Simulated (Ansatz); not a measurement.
# SnTe (SMILES [Sn][Te]): HF/STO-3G

What is the electronic atomisation energy of SnTe at HF/STO-3G? 

The calculation is run with Ansatz 0.2.0.

18 further runs of the same task are left out: 18 set aside as unsound or not needed.

### 1 The structure to begin with

The species is SnTe (2 atoms), meant as a singlet with charge 0. As SMILES, `[Sn][Te]`. The coordinates come from a PBE0-D4/def2-TZVP relaxation.

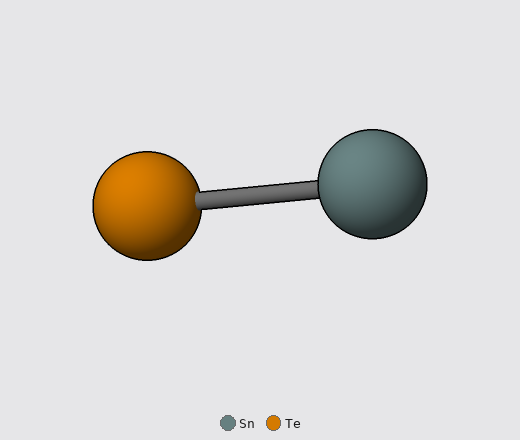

The structure, seen from a chosen angle (tin teal, tellurium orange).

### 2 The energy at HF/STO-3G

The input, molecule.yaml:

```yaml
crystal:
  periodic: [false, false, false]
  atoms:
    - {symbol: Sn, position_ang: [0.000000, 0.000000, 0.009440]}
    - {symbol: Te, position_ang: [-0.000000, -0.000000, 2.527330]}
basis:
  gaussian: {orbitals: STO-3G}
total_charge: 0
hamiltonian: {xc: hf}
accuracy: high
output: {orbitals: {seedname: orbitals}}
```

Command:

```bash
$ ansatz run molecule.yaml --threads 1 --pin off --max-ram 3480MiB --events-out events.jsonl --progress --plain --runs-dir runs
```

Log:

```text
Warning: RAYON_NUM_THREADS=1 ignored (pool sized by the plan → 1); use --threads N
Functional definition: HF
  name "HF"
  exchange = exact_x
  correlation = 0
826 factors; integrals over basis functions are off by at most 5.1e-9 eV
mean field evaluation 1: about -340424.1527 eV, gradient 1.7e1 eV
mean field evaluation 2: about -340424.1911 eV, gradient 1.7e1 eV
mean field evaluation 4: about -340426.8478 eV, gradient 7.1e-1 eV
mean field evaluation 8: about -340426.8514 eV, gradient 4.8e-6 eV
mean field -340426.85138618 eV, -12510.4560388346 hartree, gradient 1.7e-8 eV, S^2 0.000000; 0 other end points of the search recorded, 0 dependent functions left out
reference -340426.85138618 eV, -12510.4560388346 hartree; 51, 51 occupied and 3, 3 virtual orbitals, 826 factors
Total energy: -340426.85138618 eV, -12510.4560388346 hartree
```

Wall time 1.4 s (1 thread of Arm Neoverse V1, shared host); peak memory 0.14 GiB.

### 3 The Sn atom at the same level

The input, in.yaml:

```yaml
crystal:
  periodic: [false, false, false]
  atoms:
    - {symbol: Sn, position_ang: [0.000000, 0.000000, 0.000000]}
basis:
  gaussian: {orbitals: STO-3G}
total_charge: 0
magnetization: {spin_polarized: true, initial_magnetization: 2}
hamiltonian: {xc: hf}
accuracy: high
```

Run the same way, it converges to -5963.20613 Eh (log not shown).

### 4 The Te atom, same level

The input, molecule.yaml:

```yaml
crystal:
  periodic: [false, false, false]
  atoms:
    - symbol: Te
      position_ang: [0.000000, 0.000000, 0.000000]
basis:
  gaussian: {orbitals: STO-3G}
magnetization: {spin_polarized: true, initial_magnetization: 2}
hamiltonian: {xc: hf}
accuracy: high
```

Run the same way, it converges to -6547.12236 Eh (log not shown).

### 5 Outcome

At HF/STO-3G:

| quantity | value |
| --- | --- |
| molecule: total energy | -12510.45604 Eh |
| molecule: HOMO energy | -5.48 eV |
| molecule: LUMO energy | 3.87 eV |
| molecule: HOMO–LUMO gap | 9.35 eV |
| Sn atom: total energy | -5963.20613 Eh |
| Sn atom: ⟨S²⟩ | 2.000 |
| Te atom: total energy | -6547.12236 Eh |
| Te atom: ⟨S²⟩ | 2.000 |
| electronic atomisation energy | 3.471 eV |

**Reading.** Taking the molecule apart into free atoms costs 3.47 eV (80 kcal/mol), before zero-point energy and without spin-orbit coupling. Hartree–Fock lacks the correlation of the bonding pairs, which as a rule makes this value much too low; in minimal bases other errors can mask that. In a minimal basis such a difference can be off by several eV, whatever the method. Relativity is left out (molecule) although the molecule holds a heavy atom. Relativity is left out (Sn atom) although the molecule holds a heavy atom. Relativity is left out (Te atom) although the molecule holds a heavy atom.
